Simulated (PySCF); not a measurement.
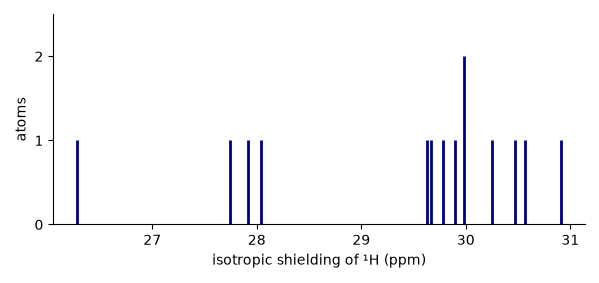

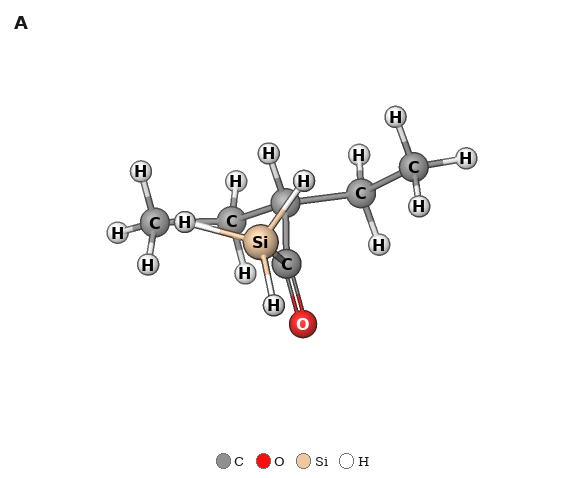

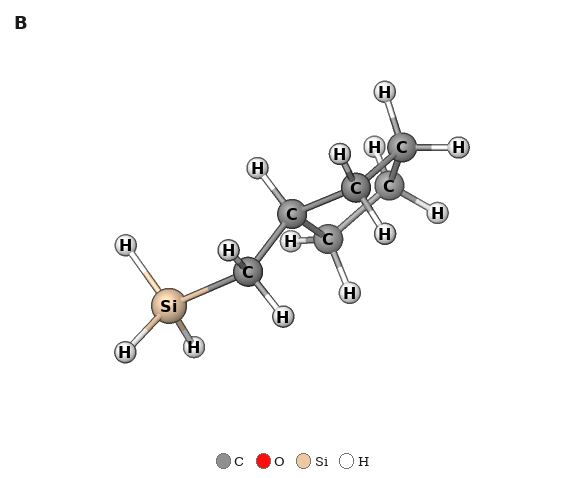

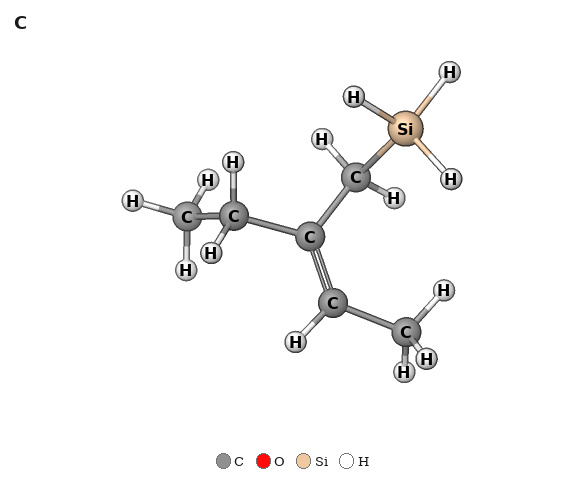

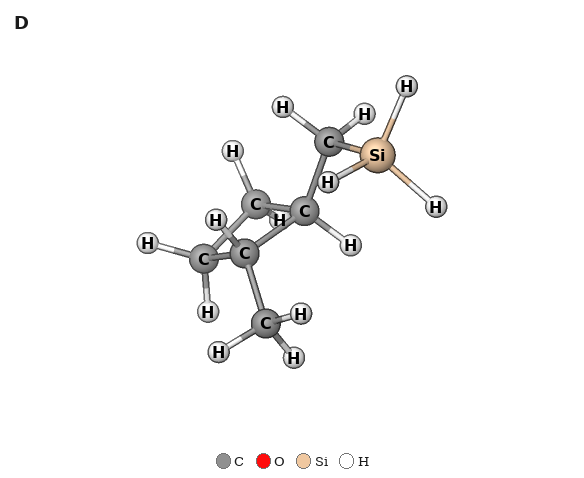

The sticks are computed shieldings of one of the molecules, for one fixed geometry (GFN2-xTB) without averaging over rotations. Low shielding means a high chemical shift. Method: GIAO PBE0/pcSseg-1 NMR shielding, non-relativistic, gas phase (PySCF 2.14.0).

> Which molecule gives this pattern?

C, `C/C=C(/CC)C[SiH3]`. Its 14 H atoms give lines at 26.28, 27.74, 27.91, 28.04, 29.63, 29.67, 29.78, 29.90, 29.98 (2 atoms), 30.25, 30.47, 30.57, 30.91 ppm.

The geometry is semi-empirical. Around Si such bond lengths and angles can be off by a tenth of an ångström or more and by several degrees, and values that hang on the shape move with them.
